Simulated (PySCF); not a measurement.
C3H9OP

```yaml
atoms:
  - { symbol: C, position_ang: [-1.9523, 0.6573, -0.2215] }
  - { symbol: O, position_ang: [-0.9296, 0.9620, 0.6918] }
  - { symbol: C, position_ang: [-0.3583, -0.1737, 1.2807] }
  - { symbol: P, position_ang: [0.6131, -1.2054, 0.0425] }
  - { symbol: C, position_ang: [2.0187, -0.0305, -0.2016] }
  - { symbol: H, position_ang: [-2.7807, 0.1368, 0.2743] }
  - { symbol: H, position_ang: [-1.5756, 0.0229, -1.0344] }
  - { symbol: H, position_ang: [-2.3031, 1.6040, -0.6274] }
  - { symbol: H, position_ang: [-1.1302, -0.8135, 1.7370] }
  - { symbol: H, position_ang: [0.3114, 0.1952, 2.0634] }
  - { symbol: H, position_ang: [1.2154, -1.9698, 1.0484] }
  - { symbol: H, position_ang: [2.7918, -0.5190, -0.7913] }
  - { symbol: H, position_ang: [1.6484, 0.8324, -0.7543] }
  - { symbol: H, position_ang: [2.4304, 0.3007, 0.7501] }
```

Geometry: GFN2-xTB.

Method: PBE0/pcSseg-1, SCF density, gas phase, non-relativistic in PySCF.

### What will maps of the electron density and electron localisation function show?

C–O (1.40 Å): ρ is about 2.1 e/Å³ halfway, with its minimum of 1.8 e/Å³ about 0.5 Å from C; the ELF peaks at about 0.90 between the atoms; a polar covalent bond.
C–H (1.09 Å): the density is about 2 e/Å³ at the midpoint; the ELF climbs to about 1 towards the hydrogen, as it does in any bond to H: an ordinary covalent bond to hydrogen.

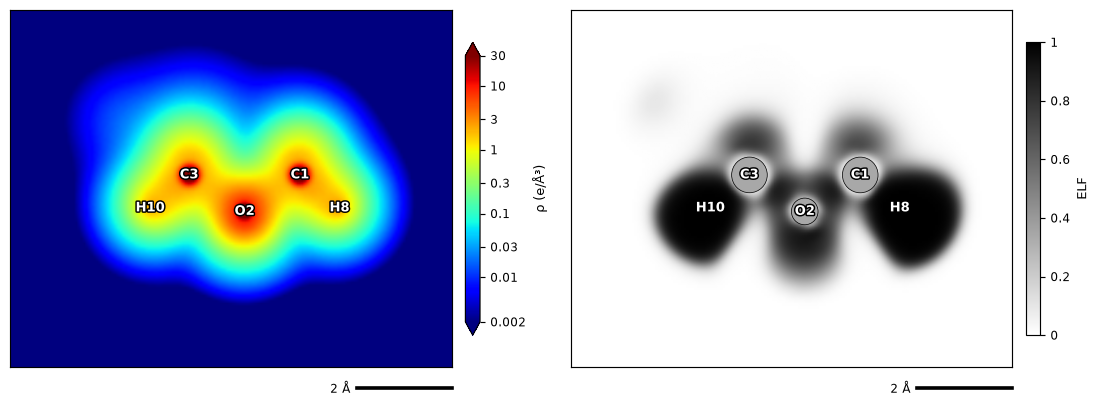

Computed electron density and electron localisation function on the plane of atoms O2, C1 and H8, in this order. Grey discs cover the atomic cores in the ELF map. 
